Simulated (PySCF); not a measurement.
# Methylenecyclopropene (C₄H₄): NMR shifts, electronic excitations and K edges in gas and solvents, part 2 of 2

PySCF 2.14.0. Atoms count from 0.

### 7 Excited states and response: B3LYP/def2-SVPD in methanol

The job: settings as JSON, then the geometry in Å.

```
{"job": {"kind": "uv", "xc": "B3LYP", "basis": "def2-SVPD", "solvent": "methanol", "nstates": 6, "ntriplets": 0}, "charge": 0, "multiplicity": 1}
C      1.696050    -0.054432    -0.056541
C      0.365487    -0.066032    -0.101113
C     -0.923470     0.565450     0.005855
C     -0.901255    -0.720687    -0.297000
H      2.268667    -0.962989    -0.251896
H      2.238556     0.863460     0.176863
H     -1.514870     1.458925     0.196747
H     -1.463980    -1.623643    -0.525961
```

With the program's defaults for keys left out, this is: TDDFT B3LYP/def2-SVPD, vertical, IEF-PCM methanol (non-equilibrium linear response), core orbitals frozen in the response.

The log of the run:

```text
coarse grid: 6824 points
cycle   1  E = -154.5366321514  dE =  5.913e-01  |g| = 3.509e-01  |ddm| = 5.439e+00
cycle   2  E = -154.5205878955  dE =  1.604e-02  |g| = 4.255e-01  |ddm| = 1.137e+00
cycle   3  E = -154.5719423848  dE = -5.135e-02  |g| = 5.774e-02  |ddm| = 5.520e-01
cycle   4  E = -154.5727523659  dE = -8.100e-04  |g| = 2.057e-02  |ddm| = 1.076e-01
cycle   5  E = -154.5728599408  dE = -1.076e-04  |g| = 6.335e-03  |ddm| = 2.941e-02
cycle   6  E = -154.5728696070  dE = -9.666e-06  |g| = 6.264e-04  |ddm| = 9.576e-03
final grid: 66320 points
cycle   7  E = -154.6060032357  dE = -1.700e-05  |g| = 3.251e-03  |ddm| = 8.452e-02
cycle   8  E = -154.6060026825  dE =  5.532e-07  |g| = 3.592e-03  |ddm| = 1.053e-02
cycle   9  E = -154.6060063069  dE = -3.624e-06  |g| = 4.643e-04  |ddm| = 5.294e-03
cycle  10  E = -154.6060063572  dE = -5.025e-08  |g| = 6.519e-05  |ddm| = 7.182e-04
cycle  11  E = -154.6060063578  dE = -6.173e-10  |g| = 4.308e-05  |ddm| = 1.262e-04
cycle  12  E = -154.6060063583  dE = -5.157e-10  |g| = 5.296e-06  |ddm| = 5.967e-05
converged SCF energy = -154.6060063583

Static polarisability (au): isotropic 63.509, principal 41.888 58.992 89.645

Singlet excitations
state   eV       nm        f      main configurations
  1   4.3490    285.1   0.01451   H->L 0.99
  2   5.7885    214.2   0.01579   H->L+1 0.97
  3   6.2429    198.6   0.00038   H-1->L 0.98
  4   6.5135    190.3   0.03212   H->L+3 0.97
  5   6.6870    185.4   0.00000   H->L+4 0.99
  6   6.8661    180.6   0.61371   H->L+2 0.96
```

Wall time 4.2 s (1 thread of Arm Neoverse V1, shared host); peak memory 0.5 GiB.

This run: HOMO -5.96 eV, LUMO -0.74 eV; lowest singlet 4.35 eV.

### 8 Core excitations: BHandHLYP/aug-pcX-1+pcseg-1

The job, as its differences from that of step 7:

```diff
@@ -1,2 +1,2 @@
-{"job": {"kind": "uv", "xc": "B3LYP", "basis": "def2-SVPD", "solvent": "methanol", "nstates": 6, "ntriplets": 0}, "charge": 0, "multiplicity": 1}
+{"job": {"kind": "xas", "xc": "BHandHLYP", "basis": {"default": "aug-pcX-1", "H": "pcseg-1"}}, "charge": 0, "multiplicity": 1}
 C      1.696050    -0.054432    -0.056541
```

Method: core-valence-separated TDA BHandHLYP/aug-pcX-1 H:pcseg-1, K edges, non-relativistic, gas phase.

The log of the run:

```text
coarse grid: 6824 points
cycle   1  E = -154.5186934635  dE =  7.885e-01  |g| = 3.175e-01  |ddm| = 3.565e+00
cycle   2  E = -154.5299809916  dE = -1.129e-02  |g| = 2.825e-01  |ddm| = 8.352e-01
cycle   3  E = -154.5508810312  dE = -2.090e-02  |g| = 4.630e-02  |ddm| = 3.606e-01
cycle   4  E = -154.5513996478  dE = -5.186e-04  |g| = 1.992e-02  |ddm| = 7.678e-02
cycle   5  E = -154.5514974248  dE = -9.778e-05  |g| = 3.570e-03  |ddm| = 2.566e-02
cycle   6  E = -154.5515006232  dE = -3.198e-06  |g| = 1.521e-03  |ddm| = 6.057e-03
final grid: 66320 points
cycle   7  E = -154.5814919550  dE = -4.579e-05  |g| = 2.569e-03  |ddm| = 2.640e-02
cycle   8  E = -154.5814920212  dE = -6.623e-08  |g| = 2.304e-03  |ddm| = 4.996e-03
cycle   9  E = -154.5814933037  dE = -1.282e-06  |g| = 2.846e-04  |ddm| = 2.629e-03
cycle  10  E = -154.5814933190  dE = -1.537e-08  |g| = 1.322e-04  |ddm| = 3.473e-04
cycle  11  E = -154.5814933230  dE = -4.013e-09  |g| = 1.822e-05  |ddm| = 1.333e-04
cycle  12  E = -154.5814933231  dE = -9.737e-11  |g| = 8.770e-06  |ddm| = 2.850e-05
converged SCF energy = -154.5814933231

C K edge
   eV          f      from atoms
  282.835   0.00003   C3 C2
  282.839   0.12844   C2 C3
  283.766   0.04663   C0
  284.479   0.07788   C1
  284.908   0.00000   C0
  285.150   0.00528   C0
  285.332   0.00000   C1
  285.627   0.02291   C0
  286.222   0.00093   C0
  286.335   0.00197   C0
  286.474   0.01139   C0
  286.656   0.00014   C0
  286.783   0.02157   C3 C2
  286.804   0.00420   C2 C3
  287.249   0.00508   C0
  287.308   0.04721   C1
  287.579   0.00016   C1
  287.582   0.00087   C0
  287.688   0.00460   C1
  287.784   0.00000   C3 C2
```

Wall time 3.9 s (1 thread of Arm Neoverse V1, shared host); peak memory 0.55 GiB.

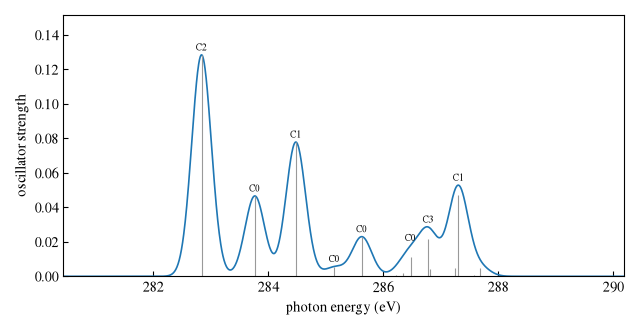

The C K edge. Lines are broadened to a width of 0.40 eV (Gaussian).

### 9 Comparing the runs: NMR shifts

Shifts (ppm), means over like atoms, with basis size and wall time:

| run | C2 | C1 | C0 | H6 | H4 | functions | time |
| --- | --- | --- | --- | --- | --- | --- | --- |
| PBE0/pcSseg-1 in cyclohexane | 143.0 | 125.3 | 63.3 | 8.27 | 3.91 | 88 | 3.6 s |
| PBE0/pcSseg-1 in methanol | 144.0 | 128.2 | 60.5 | 8.47 | 3.82 | 88 | 2.9 s |

The continuum's effect on the ground state:

| solvent | ε | polarisation energy (Eh) | μ (D) |
| --- | --- | --- | --- |
| cyclohexane | 2.02 | -0.0025 | 2.39 |
| methanol | 32.61 | -0.0071 | 2.86 |

### 10 Side by side: electronic excitations

Excitations and ground-state properties, with basis size and wall time:

| run | lowest singlet (eV) | brightest (eV) | f | gap (eV) | α (Å³) | μ (D) | functions | time |
| --- | --- | --- | --- | --- | --- | --- | --- | --- |
| B3LYP/def2-SVPD | 4.04 | 7.05 | 0.505 | 4.91 | 6.99 | 2.11 | 112 | 6.5 s |
| B3LYP/def2-SVPD in cyclohexane | 4.14 | 6.83 | 0.641 | 5.04 | 7.87 | 2.42 | 112 | 4.2 s |
| B3LYP/def2-SVPD in methanol | 4.35 | 6.87 | 0.614 | 5.22 | 9.41 | 2.91 | 112 | 4.2 s |

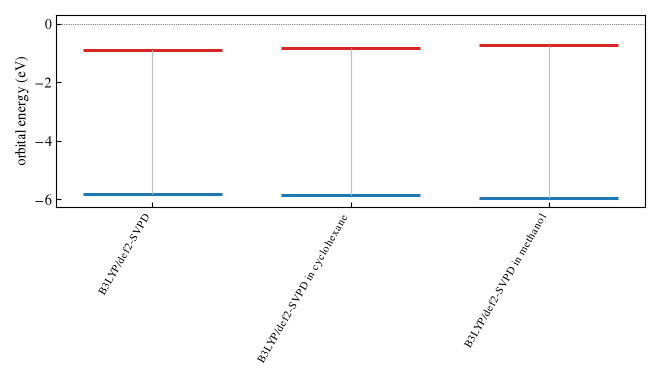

HOMO (blue) and LUMO (red) run by run.

The continuum's effect on the ground state:

| solvent | ε | polarisation energy (Eh) | μ (D) |
| --- | --- | --- | --- |
| cyclohexane | 2.02 | -0.0023 | 2.42 |
| methanol | 32.61 | -0.0066 | 2.91 |

### 11 Results

The summary covers parts 1 to 2.

```
                                                                            quantity                                                  value
                                                                         point group                                                    C2v
                                                rotational constants (main isotopes)                                  29.20, 7.17, 5.75 GHz
13C shifts against TMS (PBE0/pcSseg-1, cyclohexane, means over atoms taken as alike)                                 143.0, 125.3, 63.3 ppm
 1H shifts against TMS (PBE0/pcSseg-1, cyclohexane, means over atoms taken as alike)                                         8.27, 3.91 ppm
                                                    lowest singlet (B3LYP/def2-SVPD)                            4.04 eV (307 nm), f = 0.011
                                            brightest single state of those computed                            state 6, 7.05 eV, f = 0.505
                                               surface potential, 1st and 99th percentile                                     -1.09 V and 1.43 V
                                                                            C K edge  first line 282.83 eV, strongest 282.84 eV (f = 0.128)
                                                            range of the shift of C1                                     125.3 to 128.2 ppm
                                                         range of the lowest singlet                                        4.04 to 4.35 eV
```

What this shows: Relaxing lowered the energy by 0.105 eV in 6 steps; the close pair that moved most is C0–H4, from 1.049 to 1.092 Å. The lowest computed singlet (4.04 eV, vertical) stands against 4.01 eV for the lowest singlet in the measured list; the two are paired by order alone, not by symmetry. The first singlet state (HOMO→LUMO 0.99) lies at 4.04 eV and is weak; of the 6 states computed, the strongest absorption comes from state 6 at 7.05 eV (the last computed, so partners may be missing). States above −ε(HOMO) lie where TDDFT describes them poorly and they hang on the basis; the brightest is among them. At B3LYP/def2-SVPD, counted by nearest atom on the grid, the HOMO lies on C0 43 %; C1 18 %, the LUMO on C2, C3 about 35 % each; H6, H7 about 13 % each. At the C edge the strongest single line lifts a 1s electron of C2 and C3 into LUMO (weight 0.83), 0.0 eV above the first line. Absolute edge energies from this method are off by several eV; spacings are better. Across the 2 runs the shift of C1 moves most, between 125.3 (PBE0/pcSseg-1 in cyclohexane) and 128.2 ppm (PBE0/pcSseg-1 in methanol).
